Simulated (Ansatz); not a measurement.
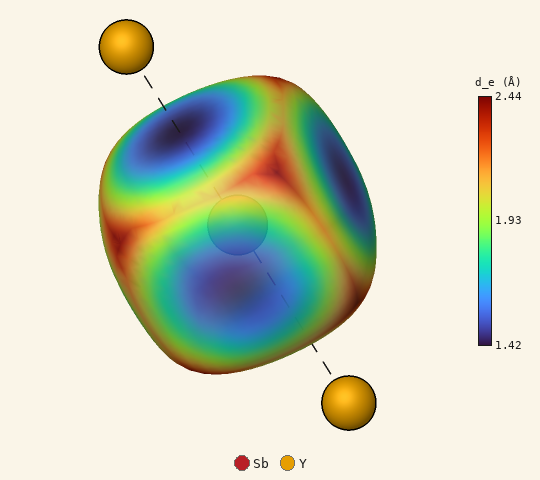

Hirshfeld surface computed for one Sb atom in YSb3As4 in space group Pm-3m, coloured by d_e. Dashed lines lead to the closest neighbours outside.

The surface is where the fragment's share of the procrystal density (the sum of the densities of spherically averaged neutral Hartree-Fock atoms) equals one half. d_i and d_e are the distances from the surface to the nearest nucleus inside and outside. From Rb on the atoms have core potentials, so only their outer electrons count.

Source of the atomic positions: the input geometry of an electronic-structure calculation (not necessarily at equilibrium); the starting structure was generated, so it need not be a known form of this composition.

```cif
data_structure
_symmetry_space_group_name_H-M 'Pm-3m'
_symmetry_Int_Tables_number 221
_cell_length_a 5.9532
_cell_length_b 5.9532
_cell_length_c 5.9532
_cell_angle_alpha 90.000
_cell_angle_beta 90.000
_cell_angle_gamma 90.000
_cell_volume 210.99
loop_
_atom_site_label
_atom_site_type_symbol
_atom_site_symmetry_multiplicity
_atom_site_Wyckoff_symbol
_atom_site_fract_x
_atom_site_fract_y
_atom_site_fract_z
_atom_site_occupancy
Y1 Y 1 a 0.00000 0.00000 0.00000 1
Sb1 Sb 3 d 0.50000 0.00000 0.00000 1
As1 As 3 c 0.00000 0.50000 0.50000 1
As2 As 1 b 0.50000 0.50000 0.50000 1
```

**What is the shortest distance from the fragment to an atom outside it?**

Sb–As, 2.98 Å.

**How is the surface shared among contacts (nearest atom inside ··· nearest atom outside)?**

Sb···As 67 %, Sb···Y 33 %. The surface faces 6 neighbours with more than 2 % of its area each: 4 As + 2 Y.

**Give the size and shape of the surface.**

It encloses about 22.3 Å³, has an area of about 40 Å² and a globularity of 0.97 (1 for a sphere).
